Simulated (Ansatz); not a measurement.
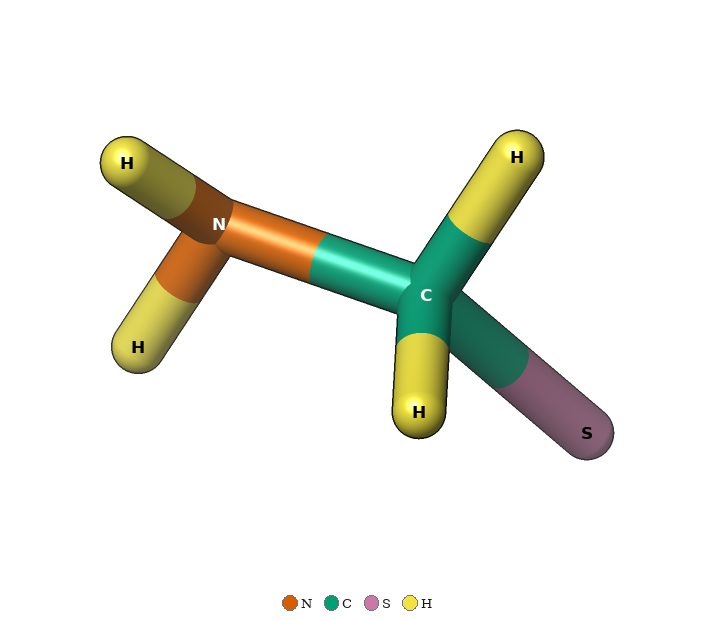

Rendered structure (stick style). Every bond is drawn as one stick, whatever its order.

The species is neutral and a spin doublet. The geometry was computed by an optimisation with PBE0-D4/def2-TZVP. No frequency run is at hand to confirm it as a minimum.

Describe the molecule.

It has 7 atoms: 1 carbon, 4 hydrogen, 1 nitrogen and 1 sulfur (CH₄NS). Its SMILES string is `NC[S]`. It has no ring. Among its groups: primary amine. The point group is C1. It is an open-shell species. Coordination: 1 N trigonal pyramidal; 1 C tetrahedral.

The parts below concern this one geometry. Atoms keep their numbers from picture to picture.

## Charges

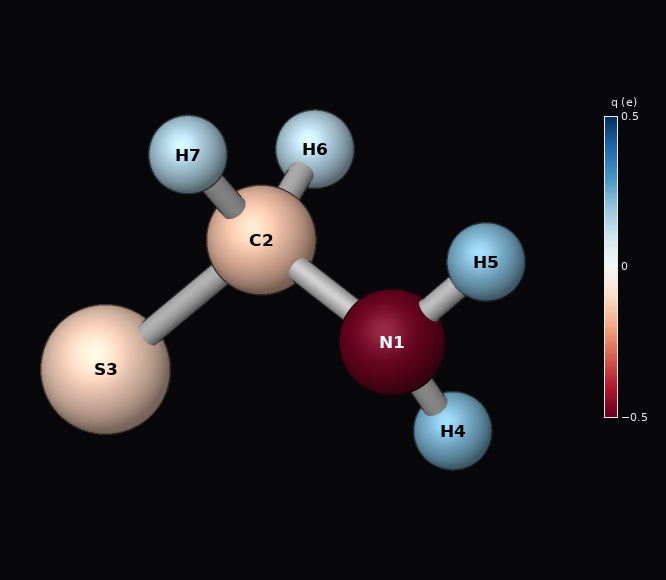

Atoms are coloured by their Mulliken charges. No frequency run is at hand to confirm it as a minimum. Level of theory: UKS PBE0-D4/def2-TZVP (Ansatz 0.2.0).

Give the Mulliken charges atom by atom.

```csv
atom,value (e)
N1,−0.48
C2,−0.14
S3,−0.11
H4,0.23
H5,0.22
H6,0.14
H7,0.15
```

## Dipole moment

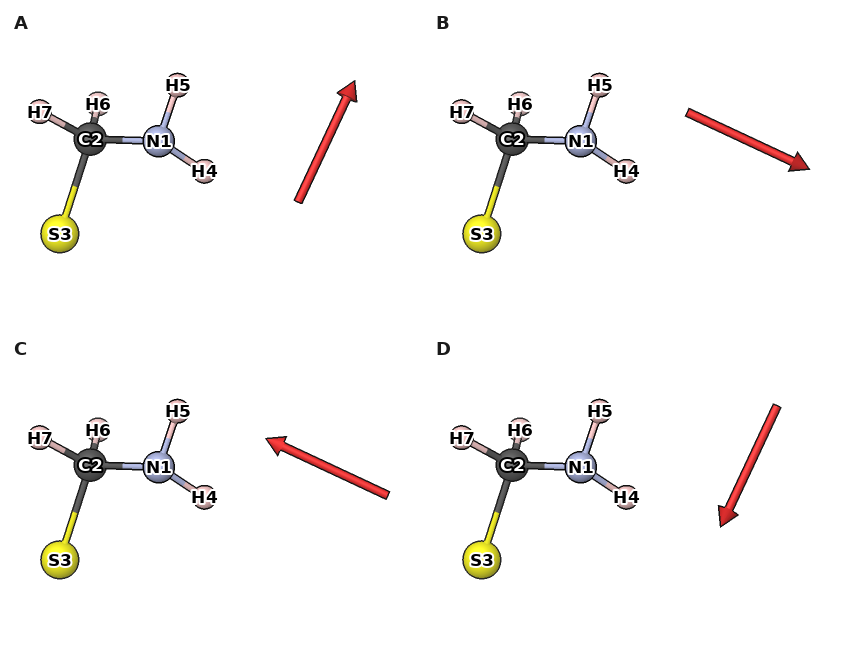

The same molecule four times, each with an arrow. No frequency run is at hand to confirm it as a minimum. Method: UKS PBE0-D4/def2-TZVP (Ansatz 0.2.0).

Which arrow points along the dipole moment, from the negative to the positive end?

A. The dipole moment is 2.42 D; it points from the side of S3 to the side of H5 (the outermost atoms at the two ends).

## Electronic properties

No frequency run is at hand to confirm it as a minimum. Properties computed with UKS PBE0-D4/def2-TZVPP (Ansatz 0.2.0).

What is the dispersion correction?

−8.3 kJ/mol.

Give the HOMO energy (Kohn–Sham orbital) at this level.

−6.79 eV.

Give the ⟨S²⟩ of the determinant at this level.

0.755.

Mulliken values depend strongly on the basis set and can even reverse the polarity of a bond.
